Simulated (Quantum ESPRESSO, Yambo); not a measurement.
# NaF (Villiaumite): G0W0 with Yambo, start to end, part 2 of 2

Wanted: ground state, empty states, screening and self-energy for NaF (Villiaumite).

Quantum ESPRESSO 7.5 and Yambo 5.3.0; PBE and many-body steps on it, plane waves. Known limits of the many-body steps: not at the basis limit.

So far. Step 3 (Bands along the symmetry lines): The gap is 6.390 eV, as in the run before at this level. Step 4 (Empty states on the mesh, 6×6×6 mesh, 63 bands): On this mesh the gap is 6.390 eV.

The database entry behind the starting cell differs from later determinations by our own check (0.1 to 0.3 % short, probably kX units), so it need not match the best structure at ambient conditions.

## (5) Conversion and set-up

This step: Yambo 5.3.0; conversion and set-up on PBE, plane waves, norm-conserving pseudopotentials.

The states are converted to the many-body program's format and the q mesh is built.

On the command line:

```console
$ (cd o/x.save; p2y > p2y.log; mv SAVE ../..); yambo > setup.log
```

Output:

```text
 Yambo, version 5.3.0

 [02] CORE Variables Setup
 =========================

  [02.01] Unit cells
  ==================

  Cell kind             :  FCC
  Atoms in the cell     :  Na  F
  number of Na atoms    :  1
  number of F  atoms    :  1

  List of atomic masses
  Mass of Na    :  22.99000
  Mass of F     :  18.99800

  List of atomic coordinates    : [cc]
  Na1       :  0.000000  0.000000  0.000000  order 1
  F1       :  4.365267  4.365267  4.365267  order 2

  Alat factors          :  4.365267  4.365267  4.365267 [a.u.]
  Direct lattice volume :  166.3652 [a.u.]
  Direct lattice vectors:  A[ 1 ]  A[ 2 ]  A[ 3 ]
   A[ 1 ]: -0.000000  1.000000  1.000000  [iru]
  -0.000000  4.365267  4.365267  [cc]
   A[ 2 ]:  1.000000  0.000000  1.000000  [iru]
   4.365267  0.000000  4.365267  [cc]
   A[ 3 ]:  1.000000  1.000000  0.000000  [iru]
   4.365267  4.365267  0.000000  [cc]

  Recip. lattice volume :  1.490998 [a.u.]
  Recip. lattice vectors:  B[ 1 ]  B[ 2 ]  B[ 3 ]
   B[ 1 ]: -0.500000  0.500000  0.500000  [iku]
  -0.719679  0.719679  0.719679  [cc]
   B[ 2 ]:  0.500000 -0.500000  0.500000  [iku]
   0.719679 -0.719679  0.719679  [cc]
   B[ 3 ]:  0.500000  0.500000 -0.500000  [iku]
   0.719679  0.719679 -0.719679  [cc]

  [02.02] Symmetries
  ==================

  Inversion symmetry    : yes
  Spatial inversion     : yes
  Inversion index       :  25
  K-space Time-reversal : no
  Magnetic symmetries   : no
  Group table correct   : yes
  Symmetries units      :  [cc]

   [S  1]:   1.0000      0.27654E-16  0.27654E-16  0.27654E-16   1.0000     -0.27654E-16 -0.27654E-16 -0.27654E-16   1.0000
   [S  2]:  -1.0000     -0.27654E-16  0.27654E-16 -0.27654E-16  -1.0000     -0.27654E-16  0.27654E-16  0.27654E-16   1.0000
   [S  3]:  -1.0000      0.27654E-16 -0.27654E-16 -0.27654E-16   1.0000      0.27654E-16  0.27654E-16 -0.27654E-16  -1.0000
[...]
[... 36 further rows ...]
   [S 47]:  0.27654E-16   1.0000     -0.27654E-16 -0.27654E-16  0.27654E-16  -1.0000       1.0000     -0.27654E-16  0.27654E-16
   [S 48]:  0.27654E-16  -1.0000      0.27654E-16 -0.27654E-16 -0.27654E-16   1.0000       1.0000      0.27654E-16 -0.27654E-16

  [02.03] Reciprocal space
  ========================

  nG shells         :  197
  nG charge         :  14841
  nG WFs            :  2428
  nC WFs            :  1874
  G-vecs. in first 19 shells:  [ Number ]
     1    9   15   27   51   59   65   89  113
    137   169   181   229   259   283   307   331   339
    387
  ...
  Shell energy in first 19 shells:  [ mHa ]
    0.00000      776.907      1035.88      2071.75      2848.66      3107.63      4143.51      4920.41      5179.38
    6215.26      6992.17      8287.01      9063.92      9322.89      10358.8      11135.7      11394.6      12430.5
    13207.4
  ...

  [02.04] K-grid lattice
  ======================

  Compatible Grid is   : 3D
[...]
WF components:  1848

  [02.05] Energies & Occupations
  ==============================

  [X] === General ===
  [X] Electronic Temperature                        :  0.000000  0.000000 [eV K]
  [X] Bosonic    Temperature                        :  0.000000  0.000000 [eV K]
  [X] Finite Temperature mode                       : no
  [X] El. density                                   :  0.64901E+24 [cm-3]
  [X] Fermi Level                                   :  0.999133 [eV]

  [X] === Gaps and Widths ===
  [X] Conduction Band Min                           :  6.389538 [eV]
  [X] Valence Band Max                              :  0.000000 [eV]
  [X] Filled Bands                                  :   8
  [X] Empty Bands                                   :    9   63
  [X] Direct Gap                                    :  6.389538 [eV]
  [X] Direct Gap localized at k                     :  1
  [X] Indirect Gap                                  :  6.389538 [eV]
  [X] Indirect Gap between kpts                     :  1  1
  [X] Last valence band width                       :  0.531617 [eV]
  [X] 1st conduction band width                     :  6.892425 [eV]

  E @ K [ 1]:  [eV]
   -47.0603     -19.1116     -18.9436     -18.9436     -18.9436    -0.435635E-8 -0.238641E-8   0.00000
    6.38954  19.15610  19.15610  19.15610  21.97694  24.26848  24.26848  26.93717
  occ @ K [ 1]
   2.000000  2.000000  2.000000  2.000000  2.000000  2.000000  2.000000  2.000000
[...]
E @ K [ 2]:  [eV]
[...]
occ @ K [ 2]
[...]
E @ K [ 3]:  [eV]
[...]
occ @ K [ 3]
[...]
E @ K [ 8]:  [eV]
[...]
occ @ K [ 8]
[...]
E @ K [ 9]:  [eV]
[...]
occ @ K [ 9]
[...]
E @ K [10]:  [eV]
[...]
occ @ K [10]
[...]
E @ K [11]:  [eV]
[...]
occ @ K [11]
[...]
E @ K [12]:  [eV]
[...]
occ @ K [12]
[...]
E @ K [13]:  [eV]
[...]
occ @ K [13]
[...]
E @ K [14]:  [eV]
[...]
occ @ K [14]
[...]
E @ K [15]:  [eV]
[...]
occ @ K [15]
[...]
E @ K [16]:  [eV]
[...]
occ @ K [16]
   2.000000  2.000000  2.000000  2.000000  2.000000  2.000000  2.000000  2.000000
   0.000000  0.000000  0.000000  0.000000  0.000000  0.000000  0.000000  0.000000

 [03] Transferred momenta grid and indexing
 ==========================================

 IBZ Q-points                                      :  16
 BZ  Q-points                                      :  216

 K/Q-points units:
 rlu = crystal or reduced units; cc = cartesian coordinates; iku = interal k-units

 Q [ 1]         [rlu]:  0.000000  0.000000  0.000000
 Q [ 2]         [rlu]:  0.23370E-16 -0.43854E-17  0.16667
 Q [ 3]         [rlu]:  0.46740E-16 -0.87708E-17  0.33333
[...]
Q [ 8]         [rlu]: -0.16938E-16  0.16667     -0.33333
 Q [ 9]         [rlu]:  0.47337E-16  0.16667     -0.16667
 Q [10]         [rlu]:  0.51449E-16  0.33333      0.33333
     [... 4 further rows ...]
 Q [15]         [rlu]:  0.166667  0.333333 -0.333333
 Q [16]         [rlu]:  0.166667 -0.500000 -0.333333

  [03.01] X indexes
  =================

   [03.01.01] Sigma indexes
   ========================

 [06] Game Over & Game summary
```

The job ended after 2.1 s (1 MPI rank of Arm Neoverse V1, shared host; peak memory 0.24 GiB).

## (6) Screening and self-energy, 6×6×6 mesh, 63 bands, screening to 163.3 eV

G0W0 replaces the xc potential by the self-energy, built once from these orbitals. Only a window of levels is corrected, while the sums run over the empty bands that the input names.

This step: G0W0 on PBE, plane waves, norm-conserving pseudopotentials.

File gw1.in:

```
HF_and_locXC
gw0
dyson
ppa
em1d
rim_cut
RandQpts= 1000000
RandGvec= 1 RL
EXXRLvcs= 76 Ry
VXCRLvcs= 304 Ry
Chimod= "HARTREE"
% BndsRnXp
 1 | 63 |
%
NGsBlkXp= 12 Ry
% LongDrXp
 1 | 1 | 1 |
%
% GbndRnge
 1 | 63 |
%
DysSolver= "n"
ExtendOut
PPAPntXp= 27.21138 eV
% QPkrange
 1 | 1 | 7 | 10 |
%
```

On the command line:

```console
$ OMP_NUM_THREADS=1 mpirun -n 4 yambo -F gw1.in -J gw1 -C gw1 > gw1.log
```

Output:

```text
 Yambo, version 5.3.0

 [02] CORE Variables Setup
 =========================

  [... cell, symmetries and grids as in the set-up ...]

  [02.05] Energies & Occupations
  ==============================

  [X] === General ===
  [X] Electronic Temperature                        :  0.000000  0.000000 [eV K]
  [X] Bosonic    Temperature                        :  0.000000  0.000000 [eV K]
  [X] Finite Temperature mode                       : no
  [X] El. density                                   :  0.64901E+24 [cm-3]
  [X] Fermi Level                                   :  0.999133 [eV]

  [X] === Gaps and Widths ===
  [X] Conduction Band Min                           :  6.389538 [eV]
  [X] Valence Band Max                              :  0.000000 [eV]
  [X] Filled Bands                                  :   8
  [X] Empty Bands                                   :    9   63
  [X] Direct Gap                                    :  6.389538 [eV]
  [X] Direct Gap localized at k                     :  1
  [X] Indirect Gap                                  :  6.389538 [eV]
  [X] Indirect Gap between kpts                     :  1  1
  [X] Last valence band width                       :  0.531617 [eV]
  [X] 1st conduction band width                     :  6.892425 [eV]

 [03] Transferred momenta grid and indexing
 ==========================================

 IBZ Q-points                                      :  16
 BZ  Q-points                                      :  216

 K/Q-points units:
 rlu = crystal or reduced units; cc = cartesian coordinates; iku = interal k-units

 Q [ 1]         [rlu]:  0.000000  0.000000  0.000000
 Q [ 2]         [rlu]:  0.23370E-16 -0.43854E-17  0.16667
 Q [ 3]         [rlu]:  0.46740E-16 -0.87708E-17  0.33333
 Q [ 4]         [rlu]: -0.72449E-16  0.10818E-16 -0.50000
 Q [ 5]         [rlu]:  0.25724E-16  0.16667      0.16667
 Q [ 6]         [rlu]:  0.23370E-16  0.16667      0.33333
 Q [ 7]         [rlu]: -0.12566E-16  0.16667      0.50000
 Q [ 8]         [rlu]: -0.16938E-16  0.16667     -0.33333
 Q [ 9]         [rlu]:  0.47337E-16  0.16667     -0.16667
 Q [10]         [rlu]:  0.51449E-16  0.33333      0.33333
     [... 4 further rows ...]
 Q [15]         [rlu]:  0.166667  0.333333 -0.333333
 Q [16]         [rlu]:  0.166667 -0.500000 -0.333333

 [04] Coloumb potential Random Integration (RIM)
 ===============================================

  [04.01] RIM initialization
  ==========================

  * Diagonal components only detected *

  8 x (sBL volume)        :  0.055222 [a.u.]
  sBZ random points       :  1000000
  Points outside the sBZ  :   7996195
  RL volume               :  1.490998 [a.u.]
  Integrated volume       :  1.491708 [a.u.]

  [04.02] RIM integrals
  =====================

  Gamma point sphere radius             :  0.069075 [a.u.]
  Points outside the sphere             :   799659
  [Int_sBZ(q=0) 1/q^2]*(Vol_sBZ)^(-1/3) =:  7.764404
                                 should be <:  7.795600

  Summary of Coulomb integrals for non-metallic bands |Q|[au] RIM/Bare

  Q [1] 0.100000E-4 0.995998 * Q [2] 0.207754 1.065683
  Q [5] 0.239893 1.063731 * Q [9] 0.339260 1.025994
  Q [6] 0.397818 1.019604 * Q [3] 0.415507 1.017314
  Q [10] 0.479786 1.013697 * Q [8] 0.522835 1.010763
  Q [14] 0.536417 1.010819 * Q [7] 0.587616 1.008998
  Q [11] 0.623261 1.008132 * Q [4] 0.623261 1.007575
  Q [12] 0.678520 1.006539 * Q [15] 0.709613 1.006052
  Q [13] 0.719679 1.006039 * Q [16] 0.758609 1.005530

 [05] Dipoles
 ============

  [05.01] Setup: observables and procedures
  =========================================

 [06] Dynamic Dielectric Matrix (PPA)
 ====================================

 [WR./gw1//ndb.pp]---------------------------------------------------------------
  Brillouin Zone Q/K grids (IBZ/BZ)                :   16  216   16  216
  RL vectors                                       :  2445 [WF]
  Coulomb cutoff potential                         : none
  Electronic Temperature                           :  0.000000 [K]
  Bosonic    Temperature                           :  0.000000 [K]
  PPA    diel. fun.  energies                      : Perdew, Burke & Ernzerhof(X)+Perdew, Burke & Ernzerhof(C)
  wavefunctions                                    : Perdew, Burke & Ernzerhof(X)+Perdew, Burke & Ernzerhof(C)
  Global Gauge                                     : length
  X matrix size                                    :  137
  X band range                                     :    1   63
  X e/h energy range                               : -1.000000 -1.000000 [eV]
  X Time ordering                                  : R
  X Hxc Kernel                                     : HARTREE
  X Drude frequency                                :  0.000000  0.000000
  X poles                                          :  100.0000 [o/o]
  RL vectors in the sum                            :  2445
  [r,Vnl] included                                 : yes
  Field direction                                  :  0.577350E-5  0.577350E-5  0.577350E-5
  BZ energy Double Grid                            : no
  BZ energy DbGd points                            : 0
  BZ Q point size factor                           : -1.000000
  X Optical Averaged directions                    : none

 [07] Local Exchange-Correlation + Non-Local Fock
 ================================================

 [VXC] Plane waves :  14841
 [EXS] Plane waves :  1893

 QP @ state[ 1 ] K range:  1  1
 QP @ state[ 1 ] b range:   7  10

 [xc] Functional : Perdew, Burke & Ernzerhof(X)+Perdew, Burke & Ernzerhof(C)
 [xc] LIBXC used to calculate xc functional
  PP Number of Atomic Species                      :  2
  NLCC RL compoments                               :  14841
  PP Number of Atomic Species                      :  2
  NLCC RL compoments                               :  14841

 [xc] E_xc :  -11.60134 [Ha]
      E_xc :  -23.20269 [Ry]

  Local XC kind (lXC) : Perdew, Burke & Ernzerhof(X)+Perdew, Burke & Ernzerhof(C)
  Non-Local XC kind (nlXC) : Hartree-Fock

  Corrections @ K [1] :  [eV]
 <7|nlXC|7> = -30.18504 -0.52298E-17 <7|lXC|7> = -22.50797  0.16522E-15
 <8|nlXC|8> = -30.18499  0.36725E-17 <8|lXC|8> = -22.50797 -0.37763E-15
 <9|nlXC|9> = -5.346384 -0.70372E-18 <9|lXC|9> = -9.465278 -0.94508E-16
 <10|nlXC|10> = -2.176638 -0.44572E-18 <10|lXC|10> = -7.169316 -0.47199E-16

 [08] Dyson equation: Newton solver
 ==================================

  [08.01] G0W0 (W PPA)
  ====================

  [  GW  ] Bands range     :    1   63
  [GW/PPA] G damping       :  0.100000 [eV]

  QP @ state[ 1 ] K range:  1  1
  QP @ state[ 1 ] b range:   7  10

   Sc/G bands                                       :    1   63
   Sc/G damping                                     :  0.100000 ev
   Sc bands terminator                              : no
   Sx RL components                                 :  1893

   QP @ state[ 1 ] K range                          :  1  1
   QP @ state[ 1 ] b range                          :   7  10
   GF energies kind                                 : Perdew, Burke & Ernzerhof(X)+Perdew, Burke & Ernzerhof(C)
   GF WF`s kind                                     : Perdew, Burke & Ernzerhof(X)+Perdew, Burke & Ernzerhof(C)
   Xs energies kind                                 : Perdew, Burke & Ernzerhof(X)+Perdew, Burke & Ernzerhof(C)
   Xs WF`s kind                                     : Perdew, Burke & Ernzerhof(X)+Perdew, Burke & Ernzerhof(C)

 [11] Game Over & Game summary
```

The job ended after 54 s (4 MPI ranks; peak memory 1.3 GiB; 3.5 min of CPU time).

This step gave:

```
G0W0 gap on the points computed              : 10.39 eV
starting gap on the mesh                     : 6.390 eV
k of the valence top                         : 0, 0, 0
k of the conduction bottom                   : 0, 0, 0
least direct G0W0 gap on the computed points : 10.39 eV
Z at the valence top                         : 0.8238
Z at the conduction bottom                   : 0.9043
```

The gap on the mesh goes from 6.39 eV to 10.39 eV, a correction of +4.00 eV.

Limits: finite bands, cutoff and mesh. v1 is the top filled band, c1 the lowest empty one. The levels before and after the correction (eV, zero at the valence-band top of each column):

```csv
,conduction bottom,valence top
Kohn-Sham,6.39,0.00
G0W0,10.39,0.00
```

```csv
,level,energy (eV)
Kohn-Sham,Γ v2-v1,0.000
Kohn-Sham,Γ c1,6.390
Kohn-Sham,Γ c2,19.156
G0W0,Γ v2-v1,0.000
G0W0,Γ c1,10.393
G0W0,Γ c2,23.458
```

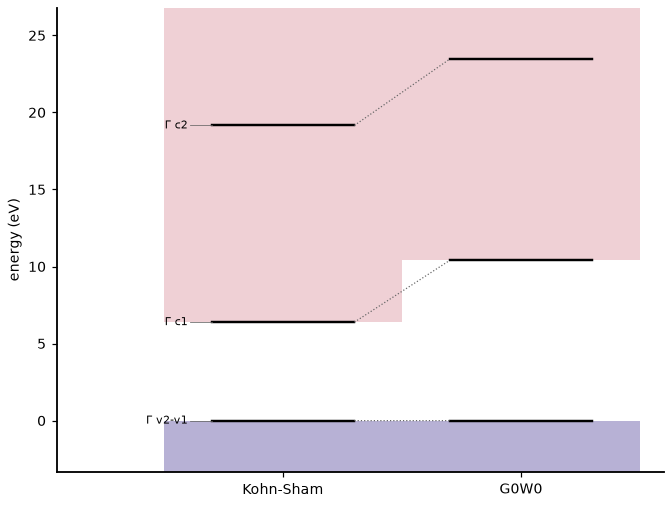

Levels before and after the correction. Shaded: valence and conduction bands.

## (7) Where the time went

Times are wall times on the hardware named with each run, good to a factor of about two.

```csv
step,time,share,memory (GiB)
ground state,3.7 s,6 %,0.2
bands along the symmetry lines,2.1 s,3 %,0.18
empty states on the mesh,3.5 s,5 %,0.21
conversion and set-up,2.1 s,3 %,0.24
screening and self-energy,54 s,83 %,1.3
```

## (8) Outcome

| Item | Value |
| --- | --- |
| PBE gap | 6.39 eV, direct |
| G0W0 gap on the mesh | 10.39 eV |
| GW settings | 6×6×6 mesh, 63 bands, screening to 163.3 eV, Godby-Needs plasmon pole |
| known limits | not at the basis limit |

In words: G0W0 moves the gap on the mesh from 6.39 eV to 10.39 eV (+4.00 eV), with Z of 0.82 and 0.90 at the edges. Only 1 of the mesh's irreducible points was corrected, so a valley elsewhere could overtake. The dearest step here is «screening and self-energy». Bands and cutoff are finite, so the gap is not at the basis limit. The miss can reach some tenths of an eV and take either sign; the mesh is an error of its own. In the G0W0 run levels were corrected at 1 k point alone, so a gap called «on the mesh» is the least over those, and an edge elsewhere would be missed.

[Paths, hosts, dates, memory and timing lines, banners, echoed tables and standing remarks are left out of the program output.]

[Logs are printed without paths, hosts, clocks, repeated set-up lines and the standing remarks that a program may print on its own settings, such as how far it seeks lower states.]

[Runs of the session that timed out or met a known fault of the program may be left out.]

[Hosts, paths, dates, database ids (printed as entryN), source tags and the programs' standing remarks are cut or masked in the printed files.]
